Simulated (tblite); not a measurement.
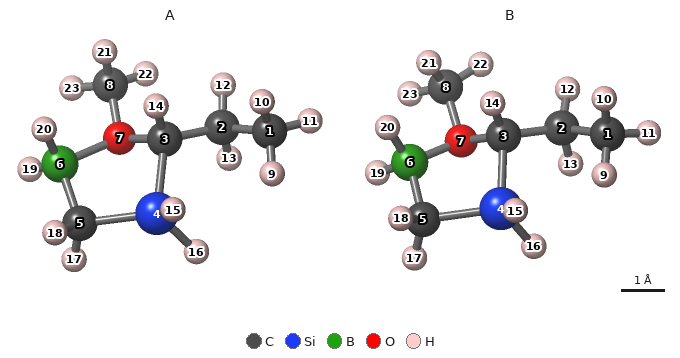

Two geometries of C5H15BOSi, drawn at one scale. One is the start of a relaxation, the other its converged end. The picture is a ball-and-stick view, seen at a tilt.

Method: tblite 0.8.0, GFN2-xTB geometry optimisation, gas phase. 

Which of the two is the end point?

Structure A is the relaxed one. The energy falls by 92.8 kJ/mol in 90 geometry steps. The largest move after the best rigid fit is that of H21, 0.49 Å. By element the largest moves are H 0.49 Å, B 0.25 Å, Si 0.20 Å, C 0.14 Å, O 0.09 Å. Among the contacts that change: B6–O7 1.463 → 1.668 Å, C3–Si4 1.866 → 1.933 Å, C5–B6 1.573 → 1.632 Å, C3–O7 1.403 → 1.443 Å. Among the angles between lasting bonds that change: C2–C3–Si4 106.7° → 115.1°, H17–C5–H18 113.8° → 105.8°, H19–B6–H20 106.7° → 114.2°. Cost: 1.3 s on 1 thread of Arm Neoverse N1, with other jobs on the host.
